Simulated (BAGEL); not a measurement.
# CH5GeS (SMILES [CH3][GeH][SH]): UHF/6-31G(d) (density fitting with qzvpp-jkfit, spherical functions)

What is the vertical ionisation energy of CH5GeS at UHF/6-31G* (density fitting with qzvpp-jkfit, spherical functions)? 

The calculation is run with BAGEL 1.2.2.

## (1) The structure to begin with

CH5GeS has 8 atoms, charge 0, and is taken as a doublet. As SMILES, `[CH3][GeH][SH]`. The coordinates come from a PBE0-D4/def2-TZVP relaxation. This is one conformer, not always the lowest.

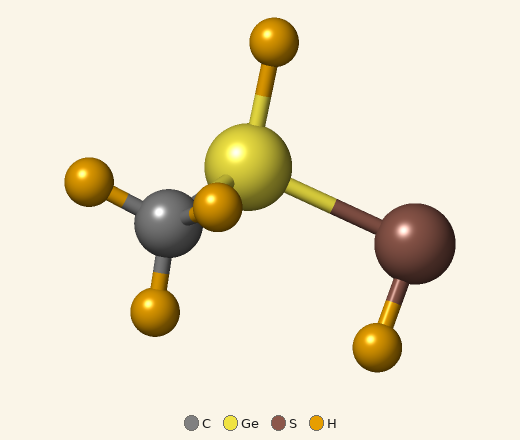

Viewed from a chosen angle; carbon grey, germanium yellow, sulfur brown, hydrogen amber.

## (2) A single-point energy at UHF/6-31G(d) (density fitting with qzvpp-jkfit, spherical functions)

Input file input.json:

```json
{ "bagel" : [

{
  "title" : "molecule",
  "basis" : "6-31gs.json",
  "df_basis" : "qzvpp-jkfit",
  "angstrom" : true,
  "geometry" : [
    { "atom" : "C", "xyz" : [      -0.733300,       0.635200,      -0.565800 ] },
    { "atom" : "Ge", "xyz" : [       0.934600,      -0.393300,      -0.399900 ] },
    { "atom" : "S", "xyz" : [       1.033800,      -1.391600,       1.591200 ] },
    { "atom" : "H", "xyz" : [      -0.786300,       1.357800,       0.251000 ] },
    { "atom" : "H", "xyz" : [      -1.594800,      -0.030400,      -0.515000 ] },
    { "atom" : "H", "xyz" : [      -0.745800,       1.162700,      -1.520400 ] },
    { "atom" : "H", "xyz" : [       2.173100,       0.541200,      -0.392200 ] },
    { "atom" : "H", "xyz" : [      -0.189100,      -1.938700,       1.495000 ] }
  ]
},

{ "title" : "uhf", "nopen" : 1 },

{ "title" : "print", "file" : "orbitals.molden", "orbitals" : true }

]}
```

The basis set 6-31G* is read from a file made from the Basis Set Exchange's data (not shown).

Run with:

```sh
BAGEL_NUM_THREADS=1 BAGEL input.json > input.out
```

The log of the run:

```text
* using 1 threads per process

  ===============================================================
  ===============================================================

  *** Geometry ***

  { "atom" : "C", "xyz" : [     -1.385736,      1.200354,     -1.069207 ] },
  { "atom" : "Ge", "xyz" : [      1.766138,     -0.743229,     -0.755701 ] },
  { "atom" : "S", "xyz" : [      1.953599,     -2.629743,      3.006932 ] },
  { "atom" : "H", "xyz" : [     -1.485892,      2.565870,      0.474321 ] },
  { "atom" : "H", "xyz" : [     -3.013735,     -0.057448,     -0.973209 ] },
  { "atom" : "H", "xyz" : [     -1.409358,      2.197185,     -2.873140 ] },
  { "atom" : "H", "xyz" : [      4.106564,      1.022720,     -0.741151 ] },
  { "atom" : "H", "xyz" : [     -0.357347,     -3.663612,      2.825141 ] },

  Number of auxiliary basis functions:      559

  Since a DF basis is specified, we compute 2- and 3-index integrals:
    o Being stored without compression. Storage requirement is 0.024 GB

  Number of basis functions:       74
  Number of electrons      :       59

    * METHOD: MOLECULE                             0.24

  *** Open-shell HF ***

  === Nuclear Repulsion ===
   253.5363807056

      * DIIS with orbital gradients will be used.

  === UHF iteration (6-31gs.json) ===
      0      -2513.27465470          0.02191996           0.14
      1      -2513.34558579          0.00890401           0.13
      2      -2513.35662400          0.00410557           0.13
      3      -2513.35909694          0.00102430           0.13
      4      -2513.35960773          0.00034861           0.14
      5      -2513.35967250          0.00013715           0.13
      6      -2513.35970598          0.00004519           0.13
      7      -2513.35971263          0.00001874           0.13
      8      -2513.35971456          0.00000775           0.13
      9      -2513.35971530          0.00000297           0.13
     10      -2513.35971541          0.00000159           0.13
     11      -2513.35971544          0.00000081           0.14
     12      -2513.35971544          0.00000029           0.14
     13      -2513.35971544          0.00000012           0.13
     14      -2513.35971544          0.00000006           0.13
     15      -2513.35971544          0.00000003           0.13
     16      -2513.35971544          0.00000002           0.13
     17      -2513.35971544          0.00000001           0.13
    * SCF iteration converged.

    * S^2 (UHF) is 0.7549

    * Permanent dipole moment:
           (    0.625648,    -0.300158,     0.633536) a.u.

    * METHOD: UHF                                  2.61

    * METHOD: PRINT                                0.01

  ===============================================================
```

Wall time 3.3 s (1 thread of Intel Xeon 6975P-C (Granite Rapids), shared host); peak memory 0.13 GiB.

## (3) The singlet cation at the same level

Changes to input.json since step 2:

```diff
@@ -19,5 +19,12 @@
 
-{ "title" : "uhf", "nopen" : 1 },
+{
+  "title" : "hf",
+  "charge" : 1
+},
 
-{ "title" : "print", "file" : "orbitals.molden", "orbitals" : true }
+{
+  "title" : "print",
+  "file" : "orbitals.molden",
+  "orbitals" : true
+}
```

The basis set 6-31G* is read from a file made from the Basis Set Exchange's data (not shown).

Run with:

```sh
BAGEL_NUM_THREADS=1 BAGEL input.json > input.out
```

The log of the run:

```text
* using 1 threads per process

  ===============================================================
  ===============================================================

  *** Geometry ***

  { "atom" : "C", "xyz" : [     -1.385736,      1.200354,     -1.069207 ] },
  { "atom" : "Ge", "xyz" : [      1.766138,     -0.743229,     -0.755701 ] },
  { "atom" : "S", "xyz" : [      1.953599,     -2.629743,      3.006932 ] },
  { "atom" : "H", "xyz" : [     -1.485892,      2.565870,      0.474321 ] },
  { "atom" : "H", "xyz" : [     -3.013735,     -0.057448,     -0.973209 ] },
  { "atom" : "H", "xyz" : [     -1.409358,      2.197185,     -2.873140 ] },
  { "atom" : "H", "xyz" : [      4.106564,      1.022720,     -0.741151 ] },
  { "atom" : "H", "xyz" : [     -0.357347,     -3.663612,      2.825141 ] },

  Number of auxiliary basis functions:      559

  Since a DF basis is specified, we compute 2- and 3-index integrals:
    o Being stored without compression. Storage requirement is 0.024 GB

  Number of basis functions:       74
  Number of electrons      :       59

    * METHOD: MOLECULE                             0.24

  *** RHF ***

  === Nuclear Repulsion ===
   253.5363807056

      * DIIS with orbital gradients will be used.

  === RHF iteration (6-31gs.json) ===
      0      -2512.98386661          0.01154884           0.07
      1      -2513.06350206          0.00563559           0.06
      2      -2513.07718976          0.00146454           0.06
      3      -2513.07873083          0.00048905           0.06
      4      -2513.07887408          0.00014312           0.06
      5      -2513.07890178          0.00004795           0.06
      6      -2513.07890544          0.00001865           0.06
      7      -2513.07890600          0.00000576           0.06
      8      -2513.07890606          0.00000207           0.07
      9      -2513.07890607          0.00000101           0.06
     10      -2513.07890607          0.00000037           0.06
     11      -2513.07890607          0.00000016           0.06
     12      -2513.07890607          0.00000007           0.06
     13      -2513.07890607          0.00000003           0.06
     14      -2513.07890607          0.00000002           0.06
     15      -2513.07890607          0.00000001           0.07
    * SCF iteration converged.

    * Permanent dipole moment:
           (    0.570309,    -0.144517,     0.988536) a.u.

    * METHOD: HF                                   1.20

    * METHOD: PRINT                                0.01

  ===============================================================
```

It took 1.8 s on 1 thread of Intel Xeon 6975P-C (Granite Rapids), shared host; peak memory 0.13 GiB.

## (4) What came out

Level: UHF/6-31G* (density fitting with qzvpp-jkfit, spherical functions).

| quantity | value |
| --- | --- |
| doublet CH5GeS: total energy | -2513.35972 Eh |
| doublet CH5GeS: dipole moment | 2.39 D |
| doublet CH5GeS: ⟨S²⟩ | 0.755 |
| singlet cation: total energy | -2513.07891 Eh |
| singlet cation: HOMO energy | -16.02 eV |
| singlet cation: LUMO energy | -6.72 eV |
| singlet cation: HOMO–LUMO gap | 9.29 eV |
| vertical ionisation energy (to the singlet cation) | 7.641 eV |

**Reading.** The vertical ionisation energy comes to 7.64 eV (176 kcal/mol). Only the singlet of the ionised species was computed; a triplet could lie lower.
